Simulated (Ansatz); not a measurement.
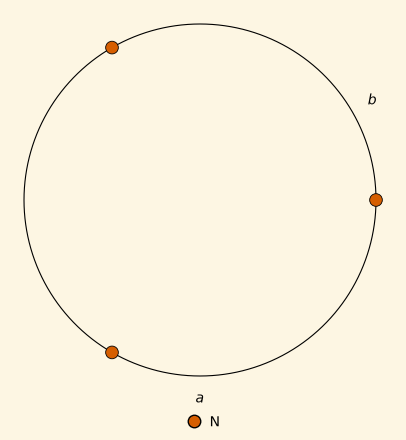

Directions from one boron atom at (1/3, 2/3, 1/4) to its bonded neighbours, in stereographic projection down c (filled: above the plane of the page or in it, open: below). Crystal: BN, coordinates from a relaxation at fixed volume with Ansatz, DFT r2SCAN, scalar-relativistic, plane waves, PAW. The drawing is computed from the coordinates (standard cell, symmetry found to 0.002 Å).

Neighbours are counted up to 1.80 Å for N.

```
CELL_PARAMETERS angstrom
2.49913 0.00000 0.00000
-1.24956 2.16431 0.00000
0.00000 0.00000 6.67565
ATOMIC_POSITIONS crystal
B 0.33333 0.66667 0.25000
B 0.66667 0.33333 0.75000
N 0.33333 0.66667 0.75000
N 0.66667 0.33333 0.25000
```

> How many neighbours are there, and at what angles?

3: 3 N at 1.44 Å. Angles between bonds: 120° (3×).

> What is the site's symmetry in the crystal?

Point group -6m2 (D3h), order 12: one −6 axis, three twofold axes, four mirror planes. In P6_3/mmc, No. 194 this is Wyckoff position 2c.
